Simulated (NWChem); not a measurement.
# C7H16 (2,2-dimethylpentane): levels of theory compared

Aim: a comparison of 5 runs (HF/STO-3G, HF/3-21G, BP86/6-31G, B3LYP/6-31G*) of C7H16 (2,2-dimethylpentane). 

Program for the calculation: NWChem 7.3.0.

### 1 The structure to begin with

C7H16: 23 atoms, total charge 0, spin state singlet. SMILES: `CCCC(C)(C)C`. Geometry: relaxed at PBE0-D4/def2-TZVP. This is a higher conformer, about 10 kJ/mol above the lowest found by a separate search.

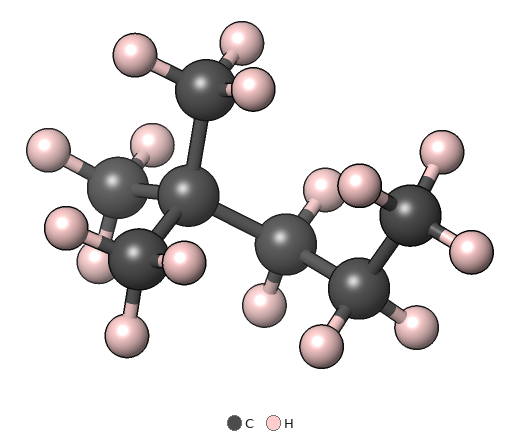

Viewed from a chosen angle; carbon dark grey, hydrogen pink.

### 2 Energy and forces at HF/STO-3G (run 1)

c7h16.nw

```
start c7h16
title "C7H16 hf"
memory stack 880 mb heap 220 mb global 1100 mb

geometry units bohr noautosym nocenter noautoz
  C      3.62033731    -2.98614522     0.57050832
  C      0.96546108    -3.38563332    -0.45561297
  C     -0.30292310    -1.12041862    -1.71209187
  C     -0.99153930     1.20885780    -0.10601364
  C     -2.20682217     0.42424351     2.38729101
  C     -2.89260378     2.76863775    -1.62138501
  C      1.30523383     2.88107645     0.41460591
  H      4.48564290    -4.79347929     1.06996293
  H      4.83807682    -2.07397442    -0.82845593
  H      3.63772279    -1.81678270     2.26899416
  H      1.03859348    -4.89061121    -1.87536421
  H     -0.25190049    -4.11431172     1.05087670
  H     -2.06150223    -1.81508194    -2.56020095
  H      0.87002991    -0.48263605    -3.29946181
  H     -0.87777778    -0.58279154     3.60521950
  H     -3.83652198    -0.80766895     2.06943908
  H     -2.86652556     2.08550175     3.42493963
  H     -4.63266359     1.70434399    -1.95397681
  H     -3.38960175     4.50699681    -0.61983017
  H     -2.11346970     3.29946181    -3.46141134
  H      0.72981223     4.59656983     1.41483795
  H      2.20908984     3.45914367    -1.35209904
  H      2.72404021     1.93507955     1.56922857
end

basis spherical bse
  * library STO-3G
end

scf
  thresh 1e-08
  maxiter 80
  print low
end

task scf gradient
```

Started as:

```
$ nwchem c7h16.nw > c7h16.out
```

Output:

```text
[...]
  functions       =    51
[...]
  wavefunction    = RHF
[...]
         Total SCF energy =   -271.194373707088
      One-electron energy =  -1042.122927114088
      Two-electron energy =    430.232778900659
 Nuclear repulsion energy =    340.695774506341
        Time for solution =     20.5s
[...]
                         RHF ENERGY GRADIENTS
    atom               coordinates                        gradient
                 x          y          z           x          y          z
   1 C       3.620337  -2.986145   0.570508   -0.024309  -0.004636  -0.008044
   2 C       0.965461  -3.385633  -0.455613    0.012458   0.025168  -0.003585
   3 C      -0.302923  -1.120419  -1.712092    0.005263  -0.001955   0.029114
   4 C      -0.991539   1.208858  -0.106014   -0.002529   0.002796  -0.001190
   5 C      -2.206822   0.424244   2.387291    0.012885   0.006314  -0.025136
   6 C      -2.892604   2.768638  -1.621385    0.018331  -0.015269   0.014773
   7 C       1.305234   2.881076   0.414606   -0.020868  -0.016995  -0.003980
   8 H       4.485643  -4.793479   1.069963    0.003648  -0.004185   0.002146
   9 H       4.838077  -2.073974  -0.828456    0.004423   0.003337  -0.003768
  10 H       3.637723  -1.816783   2.268994    0.001442   0.004175   0.004963
  11 H       1.038593  -4.890611  -1.875364   -0.001050  -0.004874  -0.003153
[...]
```

Run time: 24 s. Hardware: 1 thread of Intel Xeon Platinum 8259CL at 2.50GHz (Skylake/Cascade Lake), shared host; peak memory 0.098 GiB.

### 3 Energy and forces at HF/3-21G (run 2)

a.nw

```
start a
title "C7H16 gradient"
memory stack 880 mb heap 220 mb global 1100 mb
geometry units au noautosym nocenter noautoz
 C      3.62033731    -2.98614522     0.57050832
 C      0.96546108    -3.38563332    -0.45561297
 C     -0.30292310    -1.12041862    -1.71209187
 C     -0.99153930     1.20885780    -0.10601364
 C     -2.20682217     0.42424351     2.38729101
 C     -2.89260378     2.76863775    -1.62138501
 C      1.30523383     2.88107645     0.41460591
 H      4.48564290    -4.79347929     1.06996293
 H      4.83807682    -2.07397442    -0.82845593
 H      3.63772279    -1.81678270     2.26899416
 H      1.03859348    -4.89061121    -1.87536421
 H     -0.25190049    -4.11431172     1.05087670
 H     -2.06150223    -1.81508194    -2.56020095
 H      0.87002991    -0.48263605    -3.29946181
 H     -0.87777778    -0.58279154     3.60521950
 H     -3.83652198    -0.80766895     2.06943908
 H     -2.86652556     2.08550175     3.42493963
 H     -4.63266359     1.70434399    -1.95397681
 H     -3.38960175     4.50699681    -0.61983017
 H     -2.11346970     3.29946181    -3.46141134
 H      0.72981223     4.59656983     1.41483795
 H      2.20908984     3.45914367    -1.35209904
 H      2.72404021     1.93507955     1.56922857
end
basis spherical bse
 C library 3-21G
 H library 3-21G
end
scf
 thresh 1e-08
 maxiter 80
 print medium
end
task scf gradient
```

Started as:

```
$ nwchem a.nw > a.out
```

Output:

```text
[...]
  functions       =    95
[...]
  wavefunction    = RHF
[...]
         Total SCF energy =   -272.883636912017
      One-electron energy =  -1042.337973837140
      Two-electron energy =    428.758562418783
 Nuclear repulsion energy =    340.695774506341
        Time for solution =     22.7s
[...]
                         RHF ENERGY GRADIENTS
    atom               coordinates                        gradient
                 x          y          z           x          y          z
   1 C       3.620337  -2.986145   0.570508   -0.016877  -0.003635  -0.006173
   2 C       0.965461  -3.385633  -0.455613    0.010284   0.017504  -0.002758
   3 C      -0.302923  -1.120419  -1.712092    0.003427  -0.002678   0.017688
   4 C      -0.991539   1.208858  -0.106014   -0.001523   0.002068  -0.001273
   5 C      -2.206822   0.424244   2.387291    0.006883   0.003655  -0.013753
   6 C      -2.892604   2.768638  -1.621385    0.010529  -0.008841   0.008267
   7 C       1.305234   2.881076   0.414606   -0.012630  -0.008972  -0.003014
   8 H       4.485643  -4.793479   1.069963    0.002599  -0.004239   0.001582
   9 H       4.838077  -2.073974  -0.828456    0.003723   0.002790  -0.003358
  10 H       3.637723  -1.816783   2.268994    0.000842   0.004054   0.005265
  11 H       1.038593  -4.890611  -1.875364   -0.000627  -0.004395  -0.003493
[...]
```

It took 28 s on 1 thread of Intel Xeon Platinum 8259CL at 2.50GHz (Skylake/Cascade Lake), shared host; peak memory 0.098 GiB.

Run 3 isn't shown in full; the table further down has it.

### 4 Energy and gradient at B3LYP/6-31G(d) (spherical functions) (run 4)

c7h16.nw

```
start c7h16
memory stack 880 mb heap 220 mb global 1100 mb
charge 0
geometry units angstroms noautosym nocenter noautoz
C        1.915800      -1.580200       0.301900
C        0.510900      -1.791600      -0.241100
C       -0.160300      -0.592900      -0.906000
C       -0.524700       0.639700      -0.056100
C       -1.167800       0.224500       1.263300
C       -1.530700       1.465100      -0.858000
C        0.690700       1.524600       0.219400
H        2.373700      -2.536600       0.566200
H        2.560200      -1.097500      -0.438400
H        1.925000      -0.961400       1.200700
H        0.549600      -2.588000      -0.992400
H       -0.133300      -2.177200       0.556100
H       -1.090900      -0.960500      -1.354800
H        0.460400      -0.255400      -1.746000
H       -0.464500      -0.308400       1.907800
H       -2.030200      -0.427400       1.095100
H       -1.516900       1.103600       1.812400
H       -2.451500       0.901900      -1.034000
H       -1.793700       2.385000      -0.328000
H       -1.118400       1.746000      -1.831700
H        0.386200       2.432400       0.748700
H        1.169000       1.830500      -0.715500
H        1.441500       1.024000       0.830400
end
basis "ao basis" spherical bse
* library 6-31G*
end
dft
xc b3lyp
mult 1
grid fine
convergence energy 1e-08
iterations 100
mulliken
end
task dft gradient
```

Started as:

```
$ nwchem c7h16.nw > c7h16.out
```

Output:

```text
[...]
          Wavefunction type:  closed shell.
          No. of atoms     :    23
          No. of electrons :    58
[...]
          Charge           :     0
          Spin multiplicity:     1
[...]
          AO basis - number of functions:   130
[...]
              XC Information
              --------------
                         B3LYP Method XC Potential
                     Hartree-Fock (Exact) Exchange  0.200
                        Slater Exchange Functional  0.800 local
                    Becke 1988 Exchange Functional  0.720 non-local
              Lee-Yang-Parr Correlation Functional  0.810
                  VWN I RPA Correlation Functional  0.190 local
[...]
 d= 0,ls=0.0,diis     1   -276.3154389052 -6.17D+02  6.11D-03  5.58D-01    17.6
[...]
 d= 0,ls=0.0,diis     8   -276.3866190653 -7.32D-10  1.18D-06  2.68D-08   113.7
         Total DFT energy =     -276.386619065346
      One electron energy =    -1045.535292829109
           Coulomb energy =      472.561793353695
    Exchange-Corr. energy =      -44.108918566017
 Nuclear repulsion energy =      340.695798976084
[...]
      Total Density - Mulliken Population Analysis
     ---------------------------------------------
    Atom       Charge   Shell Charges
 -----------   ------   -------------------------------------------------------
    1 C    6     6.44   2.00  0.67  2.13  0.62  0.99  0.04
    2 C    6     6.25   2.00  0.67  2.11  0.57  0.87  0.04
    3 C    6     6.25   2.00  0.67  2.10  0.58  0.86  0.04
    4 C    6     5.88   2.00  0.67  2.07  0.49  0.61  0.05
    5 C    6     6.45   2.00  0.67  2.13  0.63  0.99  0.04
    6 C    6     6.44   2.00  0.67  2.12  0.63  0.98  0.04
    7 C    6     6.45   2.00  0.67  2.13  0.63  0.99  0.04
    8 H    1     0.86   0.53  0.33
    9 H    1     0.86   0.53  0.33
   10 H    1     0.85   0.53  0.32
[...]
  wavefunction    = closed shell
                         DFT ENERGY GRADIENTS
    atom               coordinates                        gradient
                 x          y          z           x          y          z
   1 C       3.620337  -2.986145   0.570508   -0.004300   0.000250  -0.001714
   2 C       0.965461  -3.385633  -0.455613    0.001796   0.004788  -0.000002
   3 C      -0.302923  -1.120419  -1.712092    0.001185   0.000040   0.004610
   4 C      -0.991539   1.208858  -0.106014   -0.000271   0.000135   0.000073
   5 C      -2.206822   0.424243   2.387291    0.002256   0.000829  -0.004430
   6 C      -2.892604   2.768638  -1.621385    0.003258  -0.002902   0.002404
   7 C       1.305234   2.881076   0.414606   -0.003627  -0.003104  -0.000988
   8 H       4.485643  -4.793479   1.069963   -0.001360   0.002152  -0.000644
   9 H       4.838076  -2.073974  -0.828456   -0.001681  -0.000842   0.001426
  10 H       3.637723  -1.816783   2.268994   -0.000381  -0.001051  -0.001857
  11 H       1.038593  -4.890611  -1.875364   -0.000217   0.001916   0.001465
[...]
```

Wall time 2.5 min (1 thread of Intel Xeon Platinum 8259CL at 2.50GHz (Skylake/Cascade Lake), shared host); peak memory 0.13 GiB.

### 5 Energy and forces at B3LYP/6-31G(d) (Cartesian functions) (run 5)

work.nw

```
START work
TITLE "C7H16 B3LYP"
memory total 2200 mb
charge 0

GEOMETRY units angstroms noautosym nocenter noautoz
   C        1.915800      -1.580200       0.301900
   C        0.510900      -1.791600      -0.241100
   C       -0.160300      -0.592900      -0.906000
   C       -0.524700       0.639700      -0.056100
   C       -1.167800       0.224500       1.263300
   C       -1.530700       1.465100      -0.858000
   C        0.690700       1.524600       0.219400
   H        2.373700      -2.536600       0.566200
   H        2.560200      -1.097500      -0.438400
   H        1.925000      -0.961400       1.200700
   H        0.549600      -2.588000      -0.992400
   H       -0.133300      -2.177200       0.556100
   H       -1.090900      -0.960500      -1.354800
   H        0.460400      -0.255400      -1.746000
   H       -0.464500      -0.308400       1.907800
   H       -2.030200      -0.427400       1.095100
   H       -1.516900       1.103600       1.812400
   H       -2.451500       0.901900      -1.034000
   H       -1.793700       2.385000      -0.328000
   H       -1.118400       1.746000      -1.831700
   H        0.386200       2.432400       0.748700
   H        1.169000       1.830500      -0.715500
   H        1.441500       1.024000       0.830400
END

BASIS
   * library 6-31G*
END

DFT
   xc b3lyp
   grid fine
   convergence energy 1e-08
   iterations 100
   mulliken
   noprint "final vectors analysis"
END

TASK dft gradient
```

Started as:

```
$ nwchem work.nw > work.out
```

Output:

```text
[...]
          Wavefunction type:  closed shell.
          No. of atoms     :    23
          No. of electrons :    58
[...]
          Charge           :     0
          Spin multiplicity:     1
[...]
          AO basis - number of functions:   137
[...]
              XC Information
              --------------
                         B3LYP Method XC Potential
                     Hartree-Fock (Exact) Exchange  0.200
                        Slater Exchange Functional  0.800 local
                    Becke 1988 Exchange Functional  0.720 non-local
              Lee-Yang-Parr Correlation Functional  0.810
                  VWN I RPA Correlation Functional  0.190 local
[...]
 d= 0,ls=0.0,diis     1   -276.3171147717 -6.17D+02  5.86D-03  7.50D-01    18.5
[...]
 d= 0,ls=0.0,diis     8   -276.3914096008 -7.62D-10  1.21D-06  2.96D-08   114.5
         Total DFT energy =     -276.391409600780
      One electron energy =    -1045.479481140012
           Coulomb energy =      472.439738353475
    Exchange-Corr. energy =      -44.047465790327
 Nuclear repulsion energy =      340.695798976084
[...]
      Total Density - Mulliken Population Analysis
     ---------------------------------------------
    Atom       Charge   Shell Charges
 -----------   ------   -------------------------------------------------------
    1 C    6     6.44   1.99  0.68  2.13  0.63  0.99  0.03
    2 C    6     6.26   1.99  0.68  2.11  0.58  0.86  0.03
    3 C    6     6.25   1.99  0.68  2.11  0.59  0.86  0.03
    4 C    6     5.89   1.99  0.68  2.07  0.52  0.60  0.02
    5 C    6     6.45   1.99  0.68  2.13  0.64  0.98  0.03
    6 C    6     6.44   1.99  0.68  2.13  0.63  0.98  0.03
    7 C    6     6.44   1.99  0.68  2.13  0.63  0.98  0.03
    8 H    1     0.86   0.53  0.33
    9 H    1     0.86   0.53  0.33
   10 H    1     0.85   0.53  0.32
[...]
  wavefunction    = closed shell
                         DFT ENERGY GRADIENTS
    atom               coordinates                        gradient
                 x          y          z           x          y          z
   1 C       3.620337  -2.986145   0.570508   -0.004173   0.000287  -0.001671
   2 C       0.965461  -3.385633  -0.455613    0.001698   0.004660   0.000029
   3 C      -0.302923  -1.120419  -1.712092    0.001170   0.000070   0.004476
   4 C      -0.991539   1.208858  -0.106014   -0.000259   0.000100   0.000080
   5 C      -2.206822   0.424243   2.387291    0.002214   0.000797  -0.004348
   6 C      -2.892604   2.768638  -1.621385    0.003197  -0.002850   0.002346
   7 C       1.305234   2.881076   0.414606   -0.003543  -0.003052  -0.000973
   8 H       4.485643  -4.793479   1.069963   -0.001347   0.002108  -0.000636
   9 H       4.838076  -2.073974  -0.828456   -0.001657  -0.000820   0.001393
  10 H       3.637723  -1.816783   2.268994   -0.000393  -0.001018  -0.001827
  11 H       1.038593  -4.890611  -1.875364   -0.000214   0.001898   0.001433
[...]
```

Wall time 2.4 min (1 thread of Intel Xeon Platinum 8259CL at 2.50GHz (Skylake/Cascade Lake), shared host); peak memory 0.13 GiB.

### 6 The series

| run | level | iteration cap | module | energy (Eh) | largest force (eV/Å) | wall time |
| --- | --- | --- | --- | --- | --- | --- |
| 1 | HF/STO-3G | 80 | scf | -271.194374 | 1.525 | 24 s |
| 2 | HF/3-21G | 80 | scf | -272.883637 | 1.054 | 28 s |
| 3 | BP86/6-31G | 100 | dft | -276.309330 | 0.471 | 2.1 min |
| 4 | B3LYP/6-31G* (spherical functions) | 100 | dft | -276.386619 | 0.263 | 2.5 min |
| 5 | B3LYP/6-31G* (Cartesian functions) | 100 | dft | -276.391410 | 0.255 | 2.4 min |

### 7 What came out

| quantity | value |
| --- | --- |
| run 5: total energy | -276.39141 Eh |
| run 5: dipole moment | 0.12 D |
| run 5: largest force on an atom | 0.255 eV/Å |

In words: Over runs 2, 3, 4, 5 the dipole moment (its size) runs from 0.10 D (HF/3-21G) to 0.12 D (BP86/6-31G). The two ends differ in method and basis. Over runs 2, 3, 4 the HOMO–LUMO gap runs from 8.34 eV (BP86/6-31G) to 17.93 eV (HF/3-21G). Totals of different functionals can't be ranked against each other. In run 1 the basis is minimal, so the values are rough. All runs together took 7.9 min, the longest 2.5 min.
